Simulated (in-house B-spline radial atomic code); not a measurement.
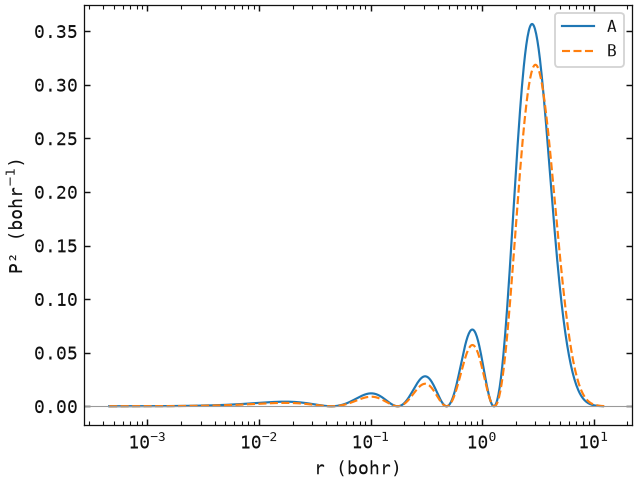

Atomic ruthenium (Ru) in [Kr] 4d7 5s1 (high spin) was computed by two methods: Hartree-Fock; RPBE. Both runs are non-relativistic, spin-polarised and spherical. Computed with an in-house B-spline radial code.

The plot shows P² of the 5s up orbital in both runs.

**Which curve belongs to which run?**

A is RPBE (⟨r⟩ = 3.46 bohr, eigenvalue −4.30 eV); B is Hartree-Fock (⟨r⟩ = 3.73 bohr, eigenvalue −6.04 eV).
